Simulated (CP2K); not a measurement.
Consider nitrosopyrazine at its PBE geometry (Å).

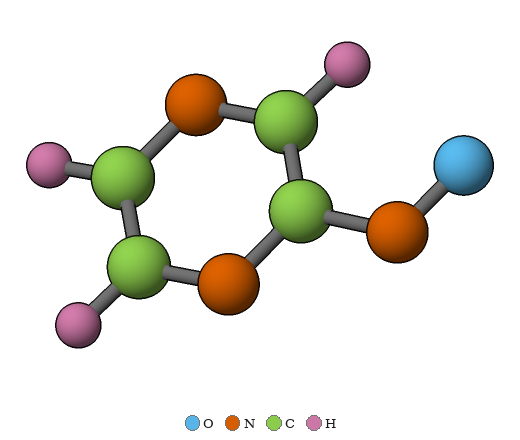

The molecule (oxygen blue, nitrogen orange, carbon green, hydrogen pink).

```xyz
11

O     3.1309   -0.0669    0.0862
N     2.2899   -0.7803   -0.4538
C     0.9112   -0.3319   -0.2094
C     0.5955    0.7760    0.5926
N    -0.6763    1.1340    0.8104
C    -1.6129    0.3773    0.2106
C    -1.2866   -0.7233   -0.5944
N    -0.0166   -1.0855   -0.8114
H     1.3830    1.3697    1.0586
H    -2.6547    0.6578    0.3790
H    -2.0633   -1.3270   -1.0684
```

Method: CP2K XAS_TDP, all-electron GAPW, PBEh(45%), aug-cc-pVDZ, TDA, no relativity.

Q: Where do the O K-edge lines lie, and how strong are they?

Leading lines: O1 525.54 eV. The leading line of an atom is its first one with 35 % of the strongest within 2.5 eV of its lowest line over the strength cut. 

The first six lines of each atom with a strength over 0.0015:

```csv
atom,energy (eV),states,"strength, one atom"
O1 (bonded to N),525.54,1,0.0520
,535.18,1,0.0023
,535.92,1,0.0033
,536.30,1,0.0098
,536.50,1,0.0019
,536.60,1,0.0058
```

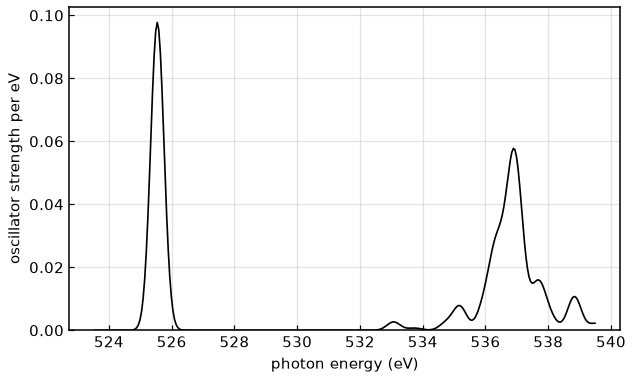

All atoms added, broadened by 0.5 eV.

Lines are vertical, at one geometry, with no vibrational structure. Without a correction of the core level, line positions, and the gaps between valence and Rydberg lines, follow the share of exact exchange. At this level such K lines come out 3 to 6 eV under measured ones. These values hold no scalar relativity, about 0.4 eV for O 1s. Rydberg lines, and the discretised continuum above threshold, depend on the basis and the box.

[Banner, clock and machine lines of the logs are left out without a mark of their own.]

[Logs are printed without paths, hosts, clocks, repeated set-up lines and the standing remarks that a program may print on its own settings, such as how far it seeks lower states.]

[Hosts, paths, dates, database ids (printed as entryN), source tags and the programs' standing remarks are cut or masked in the printed files.]
